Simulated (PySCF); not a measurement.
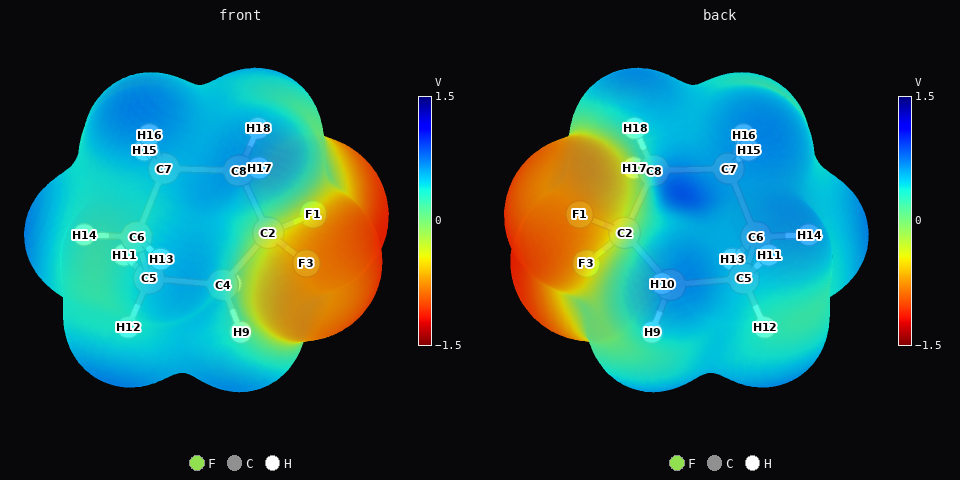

C₆H₁₀F₂. The electrostatic potential painted on the density surface at 0.002 e/bohr³, seen from the front and from behind; red is negative and blue positive.

Geometry: GFN2-xTB.

Method: PySCF, BP86/pcSseg-1, SCF density, gas phase, non-relativistic.

Input file:

```
{"job": {"kind": "nmr", "xc": "BP86", "basis": "pcSseg-1", "pop": false}, "charge": 0, "multiplicity": 1}
F      2.305888    -0.494628     1.148205
C      1.367754    -0.392974     0.149599
F      2.059546    -0.797465    -0.968968
C      1.015494     1.090977    -0.023996
C     -0.468862     1.426770    -0.214841
C     -1.270271     0.222932    -0.690992
C     -1.162244    -0.865447     0.368335
C      0.259558    -1.420318     0.413785
H      1.586787     1.433448    -0.889263
H      1.405754     1.617059     0.848662
H     -0.892844     1.766288     0.732609
H     -0.558005     2.248602    -0.926142
H     -0.880414    -0.141448    -1.643205
H     -2.312822     0.509272    -0.835143
H     -1.432806    -0.442696     1.338182
H     -1.852000    -1.683872     0.158753
H      0.371877    -2.194761    -0.348288
H      0.457611    -1.881737     1.382708
```

Command:

```sh
OMP_NUM_THREADS=1 python ens_run.py task.json out
```

Q: Describe the electrostatic potential map.

A: The most negative region (about −1.1 V) lies over F1 and F3, the most positive (about +0.8 V) over C2, C4, C7 and C8.
